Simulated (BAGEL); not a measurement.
# PBE0/def2-TZVPP (density fitting with qzvpp-jkfit) run of BNH4 (SMILES BN)

Aim: the energy change on altering one bond length of BNH4 at PBE0/def2-TZVPP (density fitting with qzvpp-jkfit), from 2 runs. 

Program for the calculation: BAGEL 1.2.2.

6 further runs of the same task are left out: 6 set aside as unsound or not needed. Runs told in other sessions of the task aren't counted.

## (1) The structure to begin with

The species is BNH4 (6 atoms), meant as a singlet with charge 0. SMILES: `BN`. Geometry: relaxed at PBE0-D4/def2-TZVP.

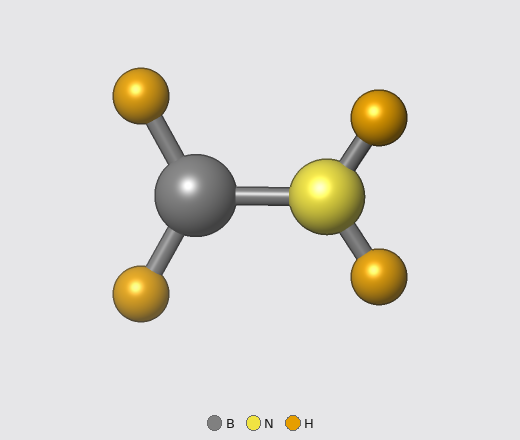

The structure, seen from a chosen angle (boron grey, nitrogen yellow, hydrogen amber).

## (2) A single-point energy at PBE0/def2-TZVPP (density fitting with qzvpp-jkfit)

File calc.json:

```json
{ "bagel" : [

{
  "title" : "molecule",
  "basis" : "tzvpp",
  "df_basis" : "qzvpp-jkfit",
  "angstrom" : true,
  "geometry" : [
    { "atom" : "B", "xyz" : [   -0.128200,   -0.679600,   -0.025600 ] },
    { "atom" : "N", "xyz" : [    0.146100,    0.677400,    0.010800 ] },
    { "atom" : "H", "xyz" : [    0.225800,   -1.368000,    0.887500 ] },
    { "atom" : "H", "xyz" : [   -0.712000,   -1.128700,   -0.969200 ] },
    { "atom" : "H", "xyz" : [   -0.121600,    1.313700,   -0.720800 ] },
    { "atom" : "H", "xyz" : [    0.632000,    1.121400,    0.771300 ] }
  ]
},
{
  "title" : "ks",
  "xc_func" : "pbe0"
},
{
  "title" : "print",
  "file" : "orbitals.molden",
  "orbitals" : true
}

]}
```

Started as:

```sh
$ BAGEL_NUM_THREADS=1 BAGEL calc.json > calc.out
```

Standard output:

```text
* using 1 threads per process

  ===============================================================
  ===============================================================

  *** Geometry ***

  { "atom" : "B", "xyz" : [     -0.242263,     -1.284258,     -0.048377 ] },
  { "atom" : "N", "xyz" : [      0.276089,      1.280100,      0.020409 ] },
  { "atom" : "H", "xyz" : [      0.426700,     -2.585145,      1.677132 ] },
  { "atom" : "H", "xyz" : [     -1.345485,     -2.132934,     -1.831523 ] },
  { "atom" : "H", "xyz" : [     -0.229791,      2.482533,     -1.362115 ] },
  { "atom" : "H", "xyz" : [      1.194307,      2.119139,      1.457546 ] },

  Number of auxiliary basis functions:      224

  Since a DF basis is specified, we compute 2- and 3-index integrals:
    o Being stored without compression. Storage requirement is 0.025 GB

  Number of basis functions:      118
  Number of electrons      :       16

    * METHOD: MOLECULE                             0.14

  *** Kohn-Sham DFT ***

    * Removing 8985 points whose weight is below 1.00e-10
    * Grid points: 80451

  === Nuclear Repulsion ===
    32.3160930479

       - DIIS with orbital gradients will be used.

  === KS iteration (pbe0 / tzvpp) ===
      0        -62.12738443          0.14987735           0.34
      1        -64.21641701          0.09579229           0.34
      2        -65.48630969          0.14161318           0.34
      3        -78.13463413          0.10323415           0.34
      4        -80.33973056          0.07083651           0.34
      5        -80.42886909          0.07023351           0.34
      6        -80.41611045          0.07042448           0.34
      7        -81.48924024          0.04280755           0.34
      8        -81.95294123          0.00653289           0.34
      9        -81.96479969          0.00081160           0.34
     10        -81.96500337          0.00018828           0.34
     11        -81.96501270          0.00001076           0.34
     12        -81.96501276          0.00000117           0.34
     13        -81.96501276          0.00000022           0.34
     14        -81.96501276          0.00000006           0.34
     15        -81.96501276          0.00000002           0.34
     16        -81.96501276          0.00000000           0.34
    * SCF iteration converged.

    * Permanent dipole moment:
           (   -0.153646,    -0.760666,    -0.020374) a.u.

    * METHOD: KS                                   6.51

    * METHOD: PRINT                                0.06

  ===============================================================
```

Wall time 6.9 s (1 thread of Arm Neoverse N1, shared host); peak memory 0.42 GiB.

## (3) The distorted shape

File job.json:

```json
{ "bagel": [

{
  "title": "molecule",
  "basis": "tzvpp",
  "df_basis": "qzvpp-jkfit",
  "angstrom": true,
  "geometry": [
    { "atom": "B", "xyz": [      -0.169352,      -0.883187,      -0.031061 ] },
    { "atom": "N", "xyz": [       0.146100,       0.677400,       0.010800 ] },
    { "atom": "H", "xyz": [       0.184648,      -1.571587,       0.882039 ] },
    { "atom": "H", "xyz": [      -0.753152,      -1.332287,      -0.974661 ] },
    { "atom": "H", "xyz": [      -0.121600,       1.313700,      -0.720800 ] },
    { "atom": "H", "xyz": [       0.632000,       1.121400,       0.771300 ] }
  ]
},

{
  "title": "ks",
  "xc_func": "pbe0"
},

{
  "title": "print",
  "file": "orbitals.molden",
  "orbitals": true
}

]}
```

Started as:

```sh
$ BAGEL_NUM_THREADS=1 BAGEL job.json > job.out
```

Standard output:

```text
* using 1 threads per process

  ===============================================================
  ===============================================================

  *** Geometry ***

  { "atom" : "B", "xyz" : [     -0.320029,     -1.668982,     -0.058697 ] },
  { "atom" : "N", "xyz" : [      0.276089,      1.280100,      0.020409 ] },
  { "atom" : "H", "xyz" : [      0.348934,     -2.969869,      1.666812 ] },
  { "atom" : "H", "xyz" : [     -1.423251,     -2.517658,     -1.841842 ] },
  { "atom" : "H", "xyz" : [     -0.229791,      2.482533,     -1.362115 ] },
  { "atom" : "H", "xyz" : [      1.194307,      2.119139,      1.457546 ] },

  Number of auxiliary basis functions:      224

  Since a DF basis is specified, we compute 2- and 3-index integrals:
    o Being stored without compression. Storage requirement is 0.025 GB

  Number of basis functions:      118
  Number of electrons      :       16

    * METHOD: MOLECULE                             0.14

  *** Kohn-Sham DFT ***

    * Removing 8608 points whose weight is below 1.00e-10
    * Grid points: 80828

  === Nuclear Repulsion ===
    30.0578892934

       - DIIS with orbital gradients will be used.

  === KS iteration (pbe0 / tzvpp) ===
      0        -63.47619161          0.13974692           0.35
      1        -64.05580342          0.08768298           0.35
      2        -64.61266768          0.13529177           0.35
      3        -75.96533949          0.10983342           0.35
      4        -79.16223437          0.08722209           0.35
      5        -77.55432700          0.10411814           0.35
      6        -74.80402641          0.11769325           0.35
      7        -72.64537626          0.11636888           0.35
      8        -81.76618334          0.02143700           0.35
      9        -81.91603627          0.00767752           0.35
     10        -81.93210337          0.00494710           0.35
     11        -81.94051228          0.00019659           0.36
     12        -81.94053312          0.00008732           0.35
     13        -81.94053573          0.00003276           0.35
     14        -81.94053602          0.00000622           0.35
     15        -81.94053603          0.00000099           0.35
     16        -81.94053603          0.00000015           0.35
     17        -81.94053603          0.00000002           0.35
     18        -81.94053603          0.00000000           0.35
    * SCF iteration converged.

    * Permanent dipole moment:
           (   -0.099289,    -0.491723,    -0.013163) a.u.

    * METHOD: KS                                   7.43

    * METHOD: PRINT                                0.04

  ===============================================================
```

Wall time 7.8 s (1 thread of Arm Neoverse N1, shared host); peak memory 0.43 GiB.

## (4) What came out

At PBE0/def2-TZVPP (density fitting with qzvpp-jkfit):

```
                                                         quantity         value
                                        first shape: total energy  -81.96501 Eh
                                       first shape: dipole moment        1.97 D
                                         first shape: HOMO energy      -8.70 eV
                                         first shape: LUMO energy       0.23 eV
                                       first shape: HOMO–LUMO gap       8.92 eV
                                    distorted shape: total energy  -81.94054 Eh
                                   distorted shape: dipole moment        1.28 D
                                     distorted shape: HOMO energy      -7.86 eV
                                     distorted shape: LUMO energy      -0.56 eV
                                   distorted shape: HOMO–LUMO gap       7.30 eV
energy change with the B1–N2 bond stretched from 1.385 to 1.593 Å      0.666 eV
```

In words: With the B1–N2 bond stretched from 1.385 to 1.593 Å the energy rises by 0.67 eV (15.4 kcal/mol).
